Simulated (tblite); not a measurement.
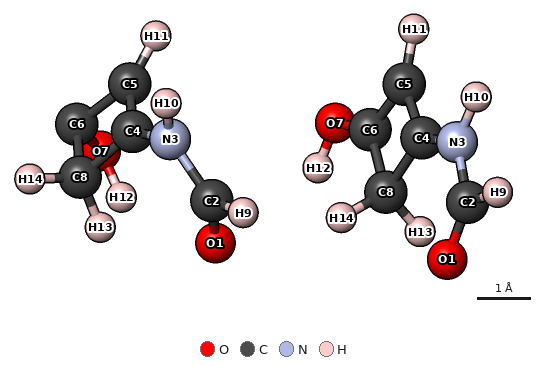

Two geometries of C5H6NO2 (multiplicity 2), drawn at one scale. One is the start of a relaxation, the other its converged end. The picture is a ball-and-stick view, seen from a free direction.

These are results of tblite, GFN2-xTB geometry optimisation, gas phase, not measurements. 

Which geometry has the lower energy?

Answer. The right one is the relaxed one. The energy falls by 173.9 kJ/mol in 95 geometry steps. The largest move after the best rigid fit is that of H12, 1.65 Å. By element the largest moves are H 1.65 Å, O 1.41 Å, C 0.75 Å, N 0.30 Å. Among the contacts that change: C5–C6 1.485 → 1.380 Å, N3–C4 1.456 → 1.359 Å, C4–C5 1.330 → 1.403 Å, C6–O7 1.415 → 1.344 Å. Bond angles that change, for instance: C5–C6–O7 114.3° → 134.7°, O7–C6–C8 112.7° → 132.5°, C2–N3–C4 114.0° → 125.0°. Groups turn about N3–C4 by about 60°.
